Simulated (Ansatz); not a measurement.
# GeH₅ (doublet): B2PLYP, PBE-QIDH, RPA-PBE over a scan of the distance H1–H2 along a hydrogen transfer, cc-pVTZ, part 2 of 2

Ansatz 0.2.0, Gaussian basis; cc-pVTZ, all electrons in the functionals, frozen cores in the correlation of double hybrids and RPA. The steps go on from the part before.

### 13 RPA-PBE, 0.797 Å

in.yaml

```yaml
crystal:
  periodic: [false, false, false]
  atoms:
    - {symbol: H, position_ang: [-2.599100, 0.000000, -0.000001]}
    - {symbol: H, position_ang: [-1.802100, 0.000000, -0.000001]}
    - {symbol: Ge, position_ang: [0.039900, 0.000000, 0.000000]}
    - {symbol: H, position_ang: [0.508568, -1.465915, 0.000000]}
    - {symbol: H, position_ang: [0.508569, 0.732957, -1.269519]}
    - {symbol: H, position_ang: [0.508568, 0.732957, 1.269520]}
basis:
  gaussian: {orbitals: cc-pVTZ}
magnetization: {spin_polarized: true, initial_magnetization: 1}
hamiltonian: {xc: {name: PBE}}
correlation: {method: rpa, electrons: outside_noble_gas}
```

Command:

```
> ansatz run in.yaml --threads 2 --pin off --events-out ev --progress --plain --max-ram 23808MiB --backend cuda --devices 0, --max-vram 18GiB
```

Log, shortened:

```text
Functional definition: PBE
  name "PBE"
  cite "Perdew, Burke & Ernzerhof, Phys. Rev. Lett. 77, 3865 (1996) doi:10.1103/PhysRevLett.77.3865"
  parent pbe
[...]
648 factors; integrals over basis functions are off by at most 1.3e-3 eV
[...]
mean field -56589.10204642 eV, -2079.6111427349 hartree, gradient 2.3e-6 eV, S^2 0.753058; 0 other end points of the search recorded, 0 dependent functions left out
14 core orbitals not correlated: weight in the atoms' cores, before any rotation towards them, 0.998 or more for the frozen orbitals, at most 0.001 for the correlated occupied ones
reference -56550.07312518 eV, -2078.1768563341 hartree; 5, 4 occupied and 94, 95 virtual orbitals, 648 factors
Total energy: -56559.31513905 eV, -2078.5164940793 hartree
```

Wall time 1.5 s (1 × H100 (card shared with other runs) with 2 threads of AMD EPYC 7R13, shared host); peak host memory 0.85 GiB.

From the report: ⟨S²⟩ of the determinant 0.753 (pure doublet: 0.75).

From 0.745 Å: +0.5 kcal/mol.

### 14 RPA-PBE, 0.901 Å

in.yaml

```yaml
crystal:
  periodic: [false, false, false]
  atoms:
    - {symbol: H, position_ang: [-2.600450, 0.000000, -0.000001]}
    - {symbol: H, position_ang: [-1.699450, 0.000000, -0.000001]}
    - {symbol: Ge, position_ang: [0.038550, 0.000000, 0.000000]}
    - {symbol: H, position_ang: [0.507219, -1.465915, 0.000000]}
    - {symbol: H, position_ang: [0.507219, 0.732957, -1.269519]}
    - {symbol: H, position_ang: [0.507219, 0.732957, 1.269520]}
basis:
  gaussian: {orbitals: cc-pVTZ}
magnetization: {spin_polarized: true, initial_magnetization: 1}
hamiltonian: {xc: {name: PBE}}
correlation: {method: rpa, electrons: outside_noble_gas}
```

The command is unchanged.

Log, shortened:

```text
Functional definition: PBE
  name "PBE"
  cite "Perdew, Burke & Ernzerhof, Phys. Rev. Lett. 77, 3865 (1996) doi:10.1103/PhysRevLett.77.3865"
  parent pbe
[...]
651 factors; integrals over basis functions are off by at most 1.1e-3 eV
[...]
mean field -56589.00971567 eV, -2079.6077496423 hartree, gradient 2.3e-6 eV, S^2 0.753823; 0 other end points of the search recorded, 0 dependent functions left out
14 core orbitals not correlated: weight in the atoms' cores, before any rotation towards them, 0.998 or more for the frozen orbitals, at most 0.001 for the correlated occupied ones
reference -56549.89925999 eV, -2078.1704669061 hartree; 5, 4 occupied and 94, 95 virtual orbitals, 651 factors
Total energy: -56559.16607456 eV, -2078.5110160605 hartree
```

It took 1.7 s on 1 × H100 (card shared with other runs) with 2 threads of AMD EPYC 7R13, shared host; peak host memory 0.85 GiB.

From the report: ⟨S²⟩ of the determinant 0.754 (pure doublet: 0.75).

From 0.745 Å: +4.0 kcal/mol.

### 15 RPA-PBE, 1.005 Å

in.yaml

```yaml
crystal:
  periodic: [false, false, false]
  atoms:
    - {symbol: H, position_ang: [-2.601799, 0.000000, -0.000001]}
    - {symbol: H, position_ang: [-1.596799, 0.000000, 0.000000]}
    - {symbol: Ge, position_ang: [0.037201, 0.000000, 0.000000]}
    - {symbol: H, position_ang: [0.505869, -1.465915, 0.000000]}
    - {symbol: H, position_ang: [0.505870, 0.732957, -1.269519]}
    - {symbol: H, position_ang: [0.505869, 0.732957, 1.269520]}
basis:
  gaussian: {orbitals: cc-pVTZ}
magnetization: {spin_polarized: true, initial_magnetization: 1}
hamiltonian: {xc: {name: PBE}}
correlation: {method: rpa, electrons: outside_noble_gas}
```

The command is unchanged.

Log, shortened:

```text
Functional definition: PBE
  name "PBE"
  cite "Perdew, Burke & Ernzerhof, Phys. Rev. Lett. 77, 3865 (1996) doi:10.1103/PhysRevLett.77.3865"
  parent pbe
[...]
649 factors; integrals over basis functions are off by at most 1.3e-3 eV
[...]
mean field -56588.85571109 eV, -2079.6020900784 hartree, gradient 2.7e-6 eV, S^2 0.754099; 0 other end points of the search recorded, 0 dependent functions left out
14 core orbitals not correlated: weight in the atoms' cores, before any rotation towards them, 0.998 or more for the frozen orbitals, at most 0.001 for the correlated occupied ones
reference -56549.75942287 eV, -2078.1653279869 hartree; 5, 4 occupied and 94, 95 virtual orbitals, 649 factors
Total energy: -56558.99271875 eV, -2078.5046453520 hartree
```

Run time: 1.5 s. Hardware: 1 × H100 (card shared with other runs) with 2 threads of AMD EPYC 7R13, shared host; peak host memory 0.85 GiB.

From the report: ⟨S²⟩ of the determinant 0.754 (pure doublet: 0.75).

From 0.745 Å: +8.0 kcal/mol.

### 16 RPA-PBE, 1.109 Å

in.yaml

```yaml
crystal:
  periodic: [false, false, false]
  atoms:
    - {symbol: H, position_ang: [-2.603149, 0.000000, -0.000001]}
    - {symbol: H, position_ang: [-1.494149, 0.000000, 0.000000]}
    - {symbol: Ge, position_ang: [0.035851, 0.000000, 0.000000]}
    - {symbol: H, position_ang: [0.504520, -1.465915, 0.000000]}
    - {symbol: H, position_ang: [0.504520, 0.732957, -1.269519]}
    - {symbol: H, position_ang: [0.504520, 0.732957, 1.269520]}
basis:
  gaussian: {orbitals: cc-pVTZ}
magnetization: {spin_polarized: true, initial_magnetization: 1}
hamiltonian: {xc: {name: PBE}}
correlation: {method: rpa, electrons: outside_noble_gas}
```

Same command.

Log, shortened:

```text
Functional definition: PBE
  name "PBE"
  cite "Perdew, Burke & Ernzerhof, Phys. Rev. Lett. 77, 3865 (1996) doi:10.1103/PhysRevLett.77.3865"
  parent pbe
[...]
647 factors; integrals over basis functions are off by at most 1.3e-3 eV
[...]
mean field -56588.66849649 eV, -2079.5952100689 hartree, gradient 2.8e-6 eV, S^2 0.753590; 0 other end points of the search recorded, 0 dependent functions left out
14 core orbitals not correlated: weight in the atoms' cores, before any rotation towards them, 0.998 or more for the frozen orbitals, at most 0.001 for the correlated occupied ones
reference -56549.67455628 eV, -2078.1622091972 hartree; 5, 4 occupied and 94, 95 virtual orbitals, 647 factors
Total energy: -56558.82054509 eV, -2078.4983180864 hartree
```

Run time: 1.7 s. Hardware: 1 × H100 (card shared with other runs) with 2 threads of AMD EPYC 7R13, shared host; peak host memory 0.86 GiB.

From the report: ⟨S²⟩ of the determinant 0.754 (pure doublet: 0.75).

From 0.745 Å: +11.9 kcal/mol.

### 17 The comparison

The yardstick is UCCSDT(Q), where the cluster series has nearly closed. It comes from earlier runs at the same points. Energies in kcal/mol, counted from 0.745 Å; blanks weren't run or aren't comparable.

| level | 0.745 Å | 0.797 Å | 0.901 Å | 1.005 Å | 1.109 Å |
| --- | --- | --- | --- | --- | --- |
| UCCSDT(Q) | 0.0 | 0.5 | 3.8 | 7.5 | 11.1 |
| B2PLYP | 0.0 | 0.3 | 3.4 | 7.0 | 10.6 |
| PBE-QIDH | 0.0 | 0.4 | 3.4 | 6.8 | 9.9 |
| RPA-PBE | 0.0 | 0.5 | 4.0 | 8.0 | 11.9 |

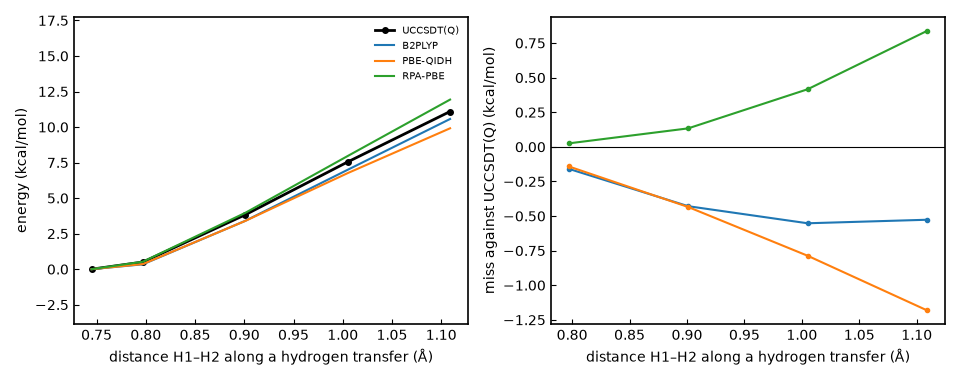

Left: the curves (the axis may cut off levels that run far away). Right: misses against UCCSDT(Q), in the same colours.

Largest miss and mean time a point (UCCSDT(Q) took 7.7 s a point; shared hosts):

```csv
level,largest miss (kcal/mol),where,time a point
B2PLYP,-0.6,1.005 Å,1.4 s
PBE-QIDH,-1.2,1.109 Å,1.4 s
RPA-PBE,+0.8,1.109 Å,1.6 s
```

### 18 Summary of results

This closing draws on all 2 parts.

```
                   quantity                    value
span of the UCCSDT(Q) curve            11.1 kcal/mol
       largest miss, B2PLYP  -0.6 kcal/mol (1.005 Å)
     largest miss, PBE-QIDH  -1.2 kcal/mol (1.109 Å)
      largest miss, RPA-PBE  +0.8 kcal/mol (1.109 Å)
```

Of the functionals, B2PLYP keep the smallest largest miss at the points compared (at most 0.6 kcal/mol) and PBE-QIDH strays most (1.2 kcal/mol, at 1.109 Å). Functionals and the yardstick converge differently with the basis, so part of each miss in cc-pVTZ is the basis.
